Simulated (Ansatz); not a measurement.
TaN (rock salt), energy over volume and axial ratio

TaN (rock salt)

Space group Fm-3m (No. 225); a = b = c = 4.3756 Å, α = β = γ = 90.00°

```csv
atom,site,symmetry,x,y,z
N,4a,m-3m,0.0000,0.0000,0.0000
Ta,4b,m-3m,0.5000,0.5000,0.5000
```
(The calculation used a cell of 2 atoms; values per cell refer to that cell.)

Grid over V/V₀ and (c/a)/(c/a)₀, subscript 0 meaning the relaxed cell; the conventional c axis lies along z; no internal relaxation.

These are PBEsol (plane waves to 420 eV, PAW, scalar-relativistic; Ansatz, an electronic-structure program) values and carry that method's errors. k mesh 18×18×18 (Γ-centred), Fermi-Dirac smearing 0.05 eV. Energies are smeared free energies. Compression counts positive. With partly filled bands, the response to shear is sensitive to the k mesh, so small differences along c/a are uncertain. Spin-orbit coupling is left out, though Ta is heavy. TaN is run without spin polarisation. TaN was relaxed with its symmetry unable to fall. This is a high-temperature form of TaN. The zero of ΔE is the relaxed starting cell.

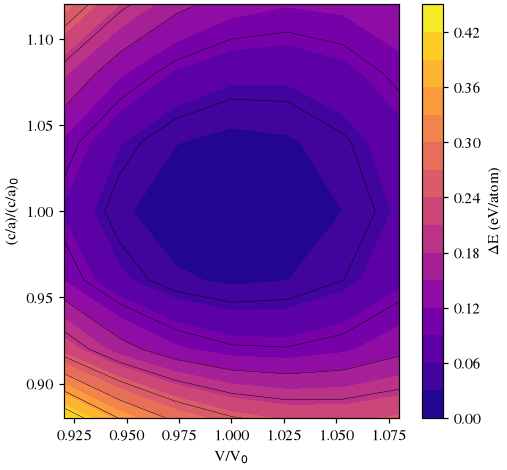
*ΔE (eV/atom) over the 7×7 grid of computed points.*

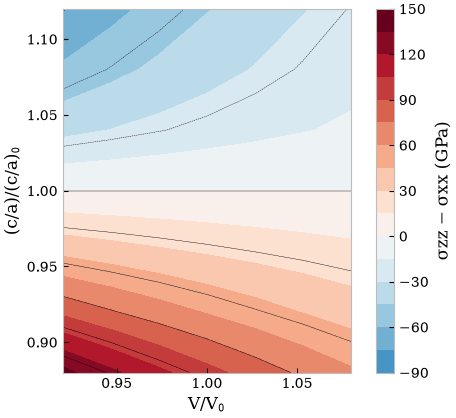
Figure. σzz − σxx (GPa) over the 7×7 grid of computed points.

Lowest place on the grid: V/V₀ = 1.000, (c/a)/(c/a)₀ = 1.000 (0 meV/atom). Highest place on the grid: V/V₀ = 0.920, (c/a)/(c/a)₀ = 0.880 (430 meV/atom).

(A scan under strain: stresses follow from slopes of the energy per volume, elastic moduli from its curvatures.)
